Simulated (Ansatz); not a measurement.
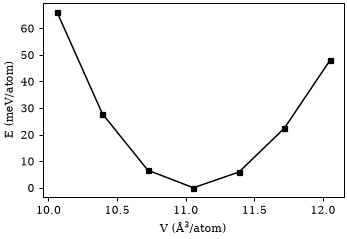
*SrVO₃ (cubic perovskite, Pm-3m) under volume change, plane-wave PAW PBEsol (Ansatz code), scaled uniformly.*

### Question
What does a third-order Birch–Murnaghan fit give for V₀, B₀ and B′?

### Answer
V₀ = 11.06 Å³/atom, B₀ = 200 GPa, B′ = 4.4.

Symmetry was held in the PBEsol relaxation. The workflow began spin-polarised and lost its moments. No Hubbard U is applied.

Potentials: the later of the program's two PAW sets.
